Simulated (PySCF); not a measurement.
# C3H11PSi2: electronic excitations at several levels of theory, part 2 of 2

PySCF 2.14.0. Atoms count from 0. The steps go on from the part before.

## Step 5: Ultraviolet spectrum: LC-wPBE/def2-SVPD

Job settings and geometry (Å):

```
{"job": {"kind": "uv", "xc": "LC-wPBE", "basis": "def2-SVPD", "ip": true}, "charge": 0, "multiplicity": 1}
C     -1.599396    -0.023539     1.236234
C     -1.320137    -0.502117     0.014604
C     -1.319744    -1.970580    -0.298069
Si    -0.824014     0.691456    -1.347327
P      1.290076     0.116957    -1.943715
Si     2.159532     0.404694     0.125585
H     -1.853981    -0.693343     2.067215
H     -1.585888     1.047965     1.458679
H     -1.591961    -2.575289     0.580526
H     -0.325747    -2.300286    -0.646278
H     -2.025510    -2.205479    -1.111908
H     -0.915945     2.096383    -0.845021
H     -1.693073     0.538520    -2.555777
H      1.652140     1.414903    -2.418462
H      3.635810     0.593216    -0.010709
H      1.898707    -0.841210     0.904750
H      1.587545     1.571763     0.867175
```

Method: TDDFT LC-wPBE/def2-SVPD, vertical, gas phase, core orbitals frozen in the response.

Log:

```text
coarse grid: 14952 points
cycle   1  E = -1040.3313386968  dE =  1.998e-01  |g| = 2.722e-01  |ddm| = 5.067e+00
cycle   2  E = -1040.3608911449  dE = -2.955e-02  |g| = 1.042e-01  |ddm| = 7.925e-01
cycle   3  E = -1040.3646982411  dE = -3.807e-03  |g| = 3.636e-02  |ddm| = 3.894e-01
cycle   4  E = -1040.3652418282  dE = -5.436e-04  |g| = 7.998e-03  |ddm| = 1.385e-01
cycle   5  E = -1040.3652632316  dE = -2.140e-05  |g| = 2.933e-03  |ddm| = 2.653e-02
cycle   6  E = -1040.3652669668  dE = -3.735e-06  |g| = 1.265e-03  |ddm| = 1.070e-02
final grid: 128496 points
cycle   7  E = -1040.5335428225  dE = -2.998e-05  |g| = 3.639e-03  |ddm| = 8.651e-02
cycle   8  E = -1040.5335448451  dE = -2.023e-06  |g| = 2.553e-03  |ddm| = 1.259e-02
cycle   9  E = -1040.5335465219  dE = -1.677e-06  |g| = 4.118e-04  |ddm| = 4.725e-03
cycle  10  E = -1040.5335465593  dE = -3.735e-08  |g| = 1.957e-04  |ddm| = 1.196e-03
cycle  11  E = -1040.5335465723  dE = -1.302e-08  |g| = 3.972e-05  |ddm| = 5.901e-04
cycle  12  E = -1040.5335465732  dE = -8.831e-10  |g| = 8.476e-06  |ddm| = 1.614e-04
converged SCF energy = -1040.5335465732

Static polarisability (au): isotropic 117.717, principal 104.276 120.974 127.900

Singlet excitations
state   eV       nm        f      main configurations
  1   6.3674    194.7   0.00142   H->L+1 0.50
  2   6.7279    184.3   0.21824   H->L 0.45, H-3->L 0.17, H->L+2 0.13
  3   6.8733    180.4   0.05103   H->L+2 0.38, H->L+3 0.19, H->L 0.11
  4   6.9381    178.7   0.12971   H-3->L 0.38, H-1->L 0.17, H-2->L 0.09
  5   7.0274    176.4   0.09175   H->L+3 0.35, H-1->L 0.29, H->L+2 0.09
  6   7.3071    169.7   0.00177   H-1->L 0.21, H->L+6 0.20, H->L+3 0.12
  7   7.4704    166.0   0.00944   H->L+5 0.41, H->L+4 0.21, H->L+7 0.14
  8   7.5657    163.9   0.11171   H-1->L+1 0.42
  9   7.8913    157.1   0.01290   H-1->L+4 0.15, H-1->L+3 0.14, H-2->L+1 0.14
 10   7.9675    155.6   0.07106   H-1->L+3 0.16, H-2->L 0.16, H->L+6 0.14

Triplet excitations (Tamm-Dancoff, eV): 4.0056 5.4903 5.7402 6.1637
Vertical ionisation energy (delta-SCF) = 9.1647 eV
```

Run time: 3.5 min. Hardware: 1 thread, shared host.

This run: HOMO -9.73 eV, LUMO 1.68 eV; lowest singlet 6.37 eV.

## Step 6: TDDFT and polarisability: PBE0/6-31G*

Settings changed since step 5:

```diff
@@ -1,2 +1,2 @@
-{"job": {"kind": "uv", "xc": "LC-wPBE", "basis": "def2-SVPD", "ip": true}, "charge": 0, "multiplicity": 1}
+{"job": {"kind": "uv", "xc": "PBE0", "basis": "6-31G*"}, "charge": 0, "multiplicity": 1}
 C     -1.599396    -0.023539     1.236234
```

With the program's defaults for keys left out, this is: TDDFT PBE0/6-31G*, vertical, gas phase, core orbitals frozen in the response.

Log:

```text
coarse grid: 14952 points
cycle   1  E = -1040.7177049211  dE =  1.270e-01  |g| = 3.349e-01  |ddm| = 3.535e+00
cycle   2  E = -1040.7137453738  dE =  3.960e-03  |g| = 3.568e-01  |ddm| = 8.190e-01
cycle   3  E = -1040.7508460679  dE = -3.710e-02  |g| = 3.759e-02  |ddm| = 4.660e-01
cycle   4  E = -1040.7510032978  dE = -1.572e-04  |g| = 2.980e-02  |ddm| = 6.095e-02
cycle   5  E = -1040.7512323809  dE = -2.291e-04  |g| = 5.504e-03  |ddm| = 3.003e-02
cycle   6  E = -1040.7512409535  dE = -8.573e-06  |g| = 1.365e-03  |ddm| = 7.956e-03
final grid: 128496 points
cycle   7  E = -1040.6761346473  dE = -1.597e-05  |g| = 6.899e-03  |ddm| = 2.552e-02
cycle   8  E = -1040.6761288065  dE =  5.841e-06  |g| = 8.169e-03  |ddm| = 1.917e-02
cycle   9  E = -1040.6761497265  dE = -2.092e-05  |g| = 3.122e-04  |ddm| = 1.069e-02
cycle  10  E = -1040.6761497516  dE = -2.516e-08  |g| = 1.360e-04  |ddm| = 5.336e-04
cycle  11  E = -1040.6761497561  dE = -4.435e-09  |g| = 5.017e-05  |ddm| = 1.655e-04
cycle  12  E = -1040.6761497566  dE = -5.648e-10  |g| = 2.253e-05  |ddm| = 6.265e-05
converged SCF energy = -1040.6761497566

Static polarisability (au): isotropic 102.718, principal 89.773 104.400 113.980

Singlet excitations
state   eV       nm        f      main configurations
  1   6.0039    206.5   0.10907   H->L 0.85, H-1->L 0.11
  2   6.2024    199.9   0.01089   H->L+1 0.90
  3   6.5531    189.2   0.04429   H->L+2 0.88
  4   6.6440    186.6   0.06903   H-1->L 0.53, H-1->L+1 0.28
  5   6.8839    180.1   0.01128   H-3->L 0.51, H->L+3 0.22, H-2->L 0.16
  6   6.9089    179.5   0.00373   H->L+3 0.57, H-3->L 0.14, H-1->L+1 0.12
  7   7.0753    175.2   0.11183   H-1->L+2 0.43, H-1->L+1 0.18, H-1->L 0.15
  8   7.1969    172.3   0.02227   H-1->L+2 0.28, H-2->L 0.21, H-1->L+1 0.20
  9   7.3030    169.8   0.01755   H->L+5 0.73, H-2->L 0.12
 10   7.3365    169.0   0.07900   H->L+4 0.54, H-1->L+2 0.16, H-2->L 0.08

Triplet excitations (Tamm-Dancoff, eV): 4.1232 5.3739 5.5722 5.8558
```

Run time: 16 s. Hardware: 1 thread, shared host.

This run: HOMO -7.08 eV, LUMO -0.17 eV; lowest singlet 6.00 eV.

## Step 7: Ultraviolet spectrum: PBE0/def2-SVP

Settings changed since step 6:

```diff
@@ -1,2 +1,2 @@
-{"job": {"kind": "uv", "xc": "PBE0", "basis": "6-31G*"}, "charge": 0, "multiplicity": 1}
+{"job": {"kind": "uv", "xc": "PBE0", "basis": "def2-SVP"}, "charge": 0, "multiplicity": 1}
 C     -1.599396    -0.023539     1.236234
```

With the program's defaults for keys left out, this is: TDDFT PBE0/def2-SVP, vertical, gas phase, core orbitals frozen in the response.

Log:

```text
coarse grid: 14952 points
cycle   1  E = -1040.2106661892  dE =  7.827e-02  |g| = 3.044e-01  |ddm| = 3.870e+00
cycle   2  E = -1040.2086394412  dE =  2.027e-03  |g| = 3.188e-01  |ddm| = 7.403e-01
cycle   3  E = -1040.2380620825  dE = -2.942e-02  |g| = 3.479e-02  |ddm| = 4.095e-01
cycle   4  E = -1040.2382124692  dE = -1.504e-04  |g| = 2.721e-02  |ddm| = 6.001e-02
cycle   5  E = -1040.2384042132  dE = -1.917e-04  |g| = 5.614e-03  |ddm| = 2.930e-02
cycle   6  E = -1040.2384127862  dE = -8.573e-06  |g| = 1.378e-03  |ddm| = 7.890e-03
final grid: 128496 points
cycle   7  E = -1040.3644674476  dE = -1.704e-05  |g| = 6.447e-03  |ddm| = 3.199e-02
cycle   8  E = -1040.3644618009  dE =  5.647e-06  |g| = 7.695e-03  |ddm| = 1.829e-02
cycle   9  E = -1040.3644803424  dE = -1.854e-05  |g| = 3.220e-04  |ddm| = 1.050e-02
cycle  10  E = -1040.3644803727  dE = -3.025e-08  |g| = 1.261e-04  |ddm| = 5.804e-04
cycle  11  E = -1040.3644803764  dE = -3.779e-09  |g| = 4.892e-05  |ddm| = 1.704e-04
cycle  12  E = -1040.3644803770  dE = -5.391e-10  |g| = 2.163e-05  |ddm| = 6.217e-05
converged SCF energy = -1040.3644803770

Static polarisability (au): isotropic 107.100, principal 94.638 109.424 117.236

Singlet excitations
state   eV       nm        f      main configurations
  1   5.9129    209.7   0.04353   H->L 0.81, H-1->L 0.09
  2   6.2290    199.0   0.03833   H->L+1 0.86
  3   6.6415    186.7   0.01468   H->L+2 0.86
  4   6.7568    183.5   0.02060   H-3->L 0.53, H-1->L+1 0.18
  5   6.7904    182.6   0.10036   H-1->L 0.45, H->L+3 0.18, H-2->L 0.18
  6   6.8585    180.8   0.01146   H->L+3 0.47, H-1->L+1 0.25, H-3->L 0.14
  7   6.9529    178.3   0.10660   H-1->L+1 0.44, H-1->L 0.19, H->L+3 0.19
  8   7.1880    172.5   0.00191   H->L+4 0.82
  9   7.2716    170.5   0.01549   H-2->L 0.40, H-1->L+2 0.34, H-3->L 0.09
 10   7.3584    168.5   0.06757   H-1->L+2 0.35, H-2->L 0.16, H->L+5 0.14

Triplet excitations (Tamm-Dancoff, eV): 4.0950 5.4519 5.6499 5.8683
```

Wall time 23 s (1 thread, shared host).

Key values: HOMO -7.18 eV, LUMO -0.33 eV; lowest singlet 5.91 eV.

## Step 8: Ultraviolet spectrum: PBE0/def2-TZVP

Settings changed since step 7:

```diff
@@ -1,2 +1,2 @@
-{"job": {"kind": "uv", "xc": "PBE0", "basis": "def2-SVP"}, "charge": 0, "multiplicity": 1}
+{"job": {"kind": "uv", "xc": "PBE0", "basis": "def2-TZVP"}, "charge": 0, "multiplicity": 1}
 C     -1.599396    -0.023539     1.236234
```

Method: TDDFT PBE0/def2-TZVP, vertical, gas phase, core orbitals frozen in the response.

Log:

```text
coarse grid: 14952 points
cycle   1  E = -1040.7856447675  dE =  9.821e-02  |g| = 3.620e-01  |ddm| = 2.957e+00
cycle   2  E = -1040.7791285869  dE =  6.516e-03  |g| = 3.820e-01  |ddm| = 5.761e-01
cycle   3  E = -1040.8177708211  dE = -3.864e-02  |g| = 5.630e-02  |ddm| = 3.582e-01
cycle   4  E = -1040.8182915310  dE = -5.207e-04  |g| = 3.484e-02  |ddm| = 5.794e-02
cycle   5  E = -1040.8185829284  dE = -2.914e-04  |g| = 8.760e-03  |ddm| = 2.569e-02
cycle   6  E = -1040.8186016993  dE = -1.877e-05  |g| = 2.594e-03  |ddm| = 7.919e-03
cycle   7  E = -1040.8186035776  dE = -1.878e-06  |g| = 4.217e-04  |ddm| = 2.461e-03
final grid: 128496 points
cycle   8  E = -1040.8103468364  dE = -4.338e-05  |g| = 6.605e-03  |ddm| = 5.724e-02
cycle   9  E = -1040.8103424698  dE =  4.367e-06  |g| = 7.490e-03  |ddm| = 1.112e-02
cycle  10  E = -1040.8103573798  dE = -1.491e-05  |g| = 7.198e-04  |ddm| = 6.313e-03
cycle  11  E = -1040.8103574895  dE = -1.097e-07  |g| = 3.494e-04  |ddm| = 7.514e-04
cycle  12  E = -1040.8103575189  dE = -2.936e-08  |g| = 9.648e-05  |ddm| = 2.738e-04
cycle  13  E = -1040.8103575213  dE = -2.384e-09  |g| = 3.128e-05  |ddm| = 9.401e-05
cycle  14  E = -1040.8103575215  dE = -2.597e-10  |g| = 3.928e-06  |ddm| = 2.406e-05
converged SCF energy = -1040.8103575215

Static polarisability (au): isotropic 118.649, principal 104.479 121.541 129.929

Singlet excitations
state   eV       nm        f      main configurations
  1   5.7136    217.0   0.03602   H->L 0.74, H->L+1 0.16
  2   5.9369    208.8   0.06097   H->L+1 0.77, H->L 0.15
  3   6.3371    195.6   0.03017   H->L+2 0.84
  4   6.4434    192.4   0.00780   H->L+3 0.80
  5   6.5185    190.2   0.09446   H-1->L 0.45, H-1->L+1 0.33
  6   6.5981    187.9   0.02437   H-3->L 0.52, H-2->L 0.26, H-1->L 0.10
  7   6.6395    186.7   0.06760   H-1->L+1 0.49, H-1->L 0.17, H-3->L 0.14
  8   6.7692    183.2   0.01128   H->L+4 0.84
  9   6.9429    178.6   0.02166   H->L+5 0.71
 10   7.0055    177.0   0.00298   H-1->L+2 0.35, H-1->L+3 0.30, H-2->L 0.20

Triplet excitations (Tamm-Dancoff, eV): 4.0586 5.1967 5.4217 5.5514
```

Run time: 60 s. Hardware: 1 thread, shared host.

In short: HOMO -7.20 eV, LUMO -0.51 eV; lowest singlet 5.71 eV.

## Step 9: Run by run: electronic excitations

Excitations and ground-state properties, with basis size and wall time:

```
                run  lowest singlet (eV)  brightest (eV)      f  gap (eV)  α (Å³)  μ (D)  functions     time
CAM-B3LYP/def2-SVPD                 6.08            6.28  0.151      9.00   17.86   0.85        220  2.6 min
  wB97X-D/def2-SVPD                 6.14            6.32  0.172     10.22   17.88   0.93        220  2.4 min
  LC-wPBE/def2-SVPD                 6.37            6.73  0.218     11.41   17.44   0.96        220  3.5 min
        PBE0/6-31G*                 6.00            7.08  0.112      6.90   15.22   1.20        118     16 s
      PBE0/def2-SVP                 5.91            6.95  0.107      6.85   15.87   0.98        151     23 s
     PBE0/def2-TZVP                 5.71            6.52  0.094      6.69   17.58   0.87        270     60 s
```

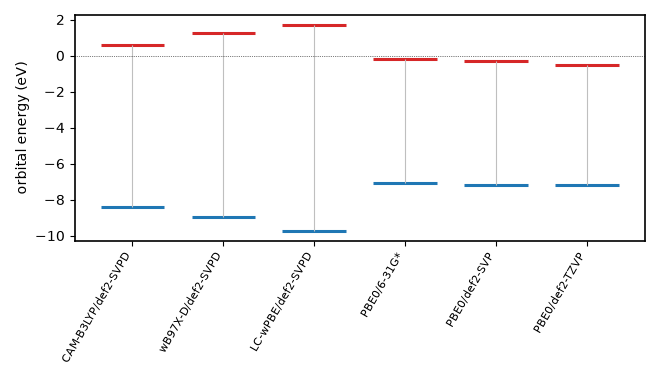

HOMO (blue) and LUMO (red) run by run.

## Step 10: Results

What follows sums up all 2 parts.

| quantity | value |
| --- | --- |
| point group | C1 |
| rotational constants (main isotopes) | 2.26, 1.22, 1.04 GHz |
| lowest singlet (CAM-B3LYP/def2-SVPD) | 6.08 eV (204 nm), f = 0.005 |
| brightest single state of those computed | state 2, 6.28 eV, f = 0.151 |
| lowest triplet | 4.13 eV |
| vertical ionisation energy (ΔSCF) | 9.05 eV |
| range of the lowest singlet | 5.71 to 6.37 eV |

In words: Single values in the summary come from the first run of each kind that ended normally (CAM-B3LYP/def2-SVPD), which need not be the best level. Over 9 steps the energy fell by 0.167 eV; of the close pairs, P4–H13 changed most, 1.379 to 1.429 Å. The lowest singlet, at 6.08 eV, is HOMO→LUMO+1 0.54, HOMO→LUMO 0.23 and is weak; of the 10 states computed, the strongest absorption comes from state 2 at 6.28 eV. The lowest triplet lies 1.95 eV below the lowest singlet (triplets in Tamm-Dancoff, singlets in full TDDFT). ΔSCF puts the ionisation energy at 9.05 eV, 0.63 eV above −ε(HOMO). The lowest singlet runs from 5.71 eV (PBE0/def2-TZVP) to 6.37 eV (LC-wPBE/def2-SVPD), while the orbital gap spans 6.69 to 11.41 eV. The lowest state need not be the same one in every run.
